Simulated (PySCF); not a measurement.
C2H8N2Si2

The calculation's input:

```
{"job": {"kind": "uv", "xc": "CAM-B3LYP", "basis": "def2-SVPD", "ip": true, "dynamic": true}, "charge": 0, "multiplicity": 1}
C      2.343518     0.546502     0.269414
C      1.345530    -0.335872     0.424036
N     -0.001979    -0.083109     0.260003
Si    -1.461939    -1.059095     0.403966
N     -2.334660     0.391009    -0.007738
Si    -0.902626     1.377270    -0.159054
H      3.379237     0.243750     0.426382
H      2.157491     1.587097    -0.014907
H      1.588771    -1.367273     0.709834
H     -1.708019    -1.618657     1.769477
H     -1.561786    -2.191231    -0.568842
H     -3.316882     0.591006    -0.119875
H     -0.617524     1.919722    -1.522652
H     -0.767725     2.501260     0.817051
```

Command:

```sh
OMP_NUM_THREADS=1 python probes_run.py task.json out
```

Geometry: PBE0-D3(BJ)/def2-SVP.

The calculation used CAM-B3LYP/def2-SVPD, SCF density, gas phase in PySCF 2.14.0.

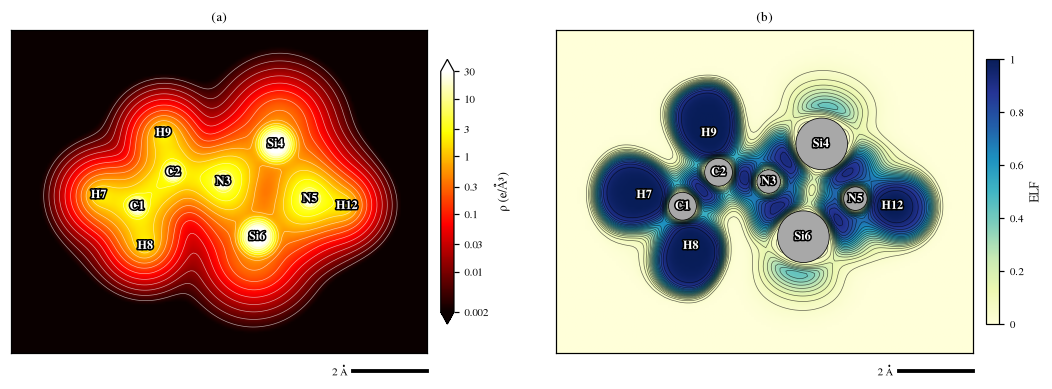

Figure 1. (a) total electron density; (b) ELF on the plane of atoms C2, C1 and H7. Grey discs cover the atomic cores in the ELF map.

**Interpret the plot.**

- The section cuts through C, N, Si and H sites.
- C–C (1.34 Å): ρ is about 2.3 e/Å³ halfway; the ELF peaks at about 0.95 between the atoms: a short, multiple covalent bond.
- C–N (1.38 Å): ρ is about 2.2 e/Å³ halfway; the ELF peaks at about 0.95 between the atoms (localised, covalent bonding).
- Si–N (1.74 Å): the density is about 1 e/Å³ at the midpoint; the ELF peaks at about 0.90 between the atoms; a polar covalent bond.
- N–H (1.01 Å): the density is about 2.8 e/Å³ at the midpoint; the ELF climbs to about 1 towards the hydrogen, as it does in any bond to H; a covalent bond by its length.
- C–H (1.09 Å): the density is about 1.9 e/Å³ at the midpoint; the ELF climbs to about 1 towards the hydrogen; a covalent bond by its length.

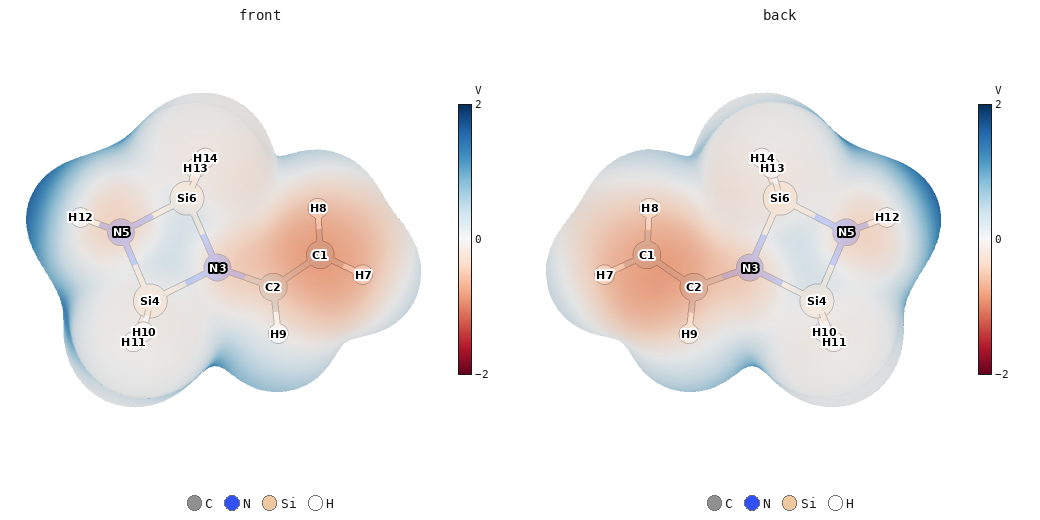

Figure 2. The molecular electrostatic potential painted on the density surface at 0.001 e/bohr³, seen from the front and from behind; the colour scale runs from red (negative) to blue (positive).

**Which sites attract a positive test charge, and which a negative one?**

A positive charge is drawn to the negative regions and a negative charge to the positive ones. The most negative region (about −0.8 V) lies over the π face of C1 and C2, the most positive (about +1.5 V) over H12.

**What dipole moment does the calculation give?**

Its dipole moment is 1.73 D.
